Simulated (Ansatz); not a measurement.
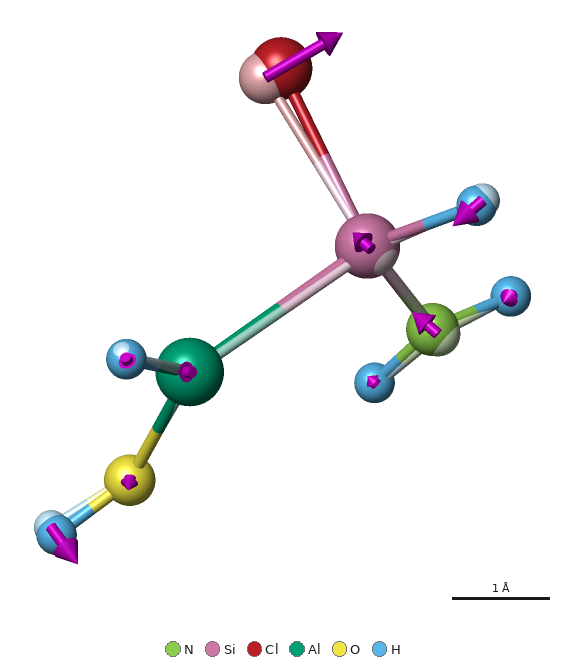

A relaxation of AlSiNH5OCl. The starting structure is drawn faded, the final one solid; purple arrows show the displacements, 5 times their true length. The two geometries are superimposed by the best rigid fit.

The picture is a ball-and-stick view, seen from a free direction.

The start comes from PBE-D4/def2-SVP.

Method: Ansatz 0.2.0, RKS PBE0-D4/def2-TZVP. Set-up: force threshold 0.005 eV/Å; at most 150 steps.

Question: Atoms of which element are displaced furthest, and by how much?

Answer: Chlorine: up to 0.19 Å, against 0.11 Å for hydrogen.

Question: What did the optimiser do to the structure, and how much energy did it gain?

Answer: Over 11 geometry steps the energy falls by 5.79 kJ/mol. The largest force component goes from 0.71 to 0.0028 eV/Å. The atom that moves furthest after the best rigid fit is the Cl atom (0.19 Å). Largest moves by element: Cl 0.19 Å, H 0.11 Å, N 0.07 Å, Si 0.06 Å, Al 0.05 Å, O 0.03 Å. Among the contacts that change: Cl–Si 2.148 → 2.105 Å, Al–O 1.728 → 1.700 Å, N–Si 1.734 → 1.707 Å, H–Si 1.504 → 1.485 Å. Among the angles between lasting bonds that change: Cl–Si–Al 98.1° → 104.1°, Al–Si–H 122.4° → 119.2°. The run took 46 s on 4 threads of Intel Xeon @ 2.80GHz, with other jobs on the host.
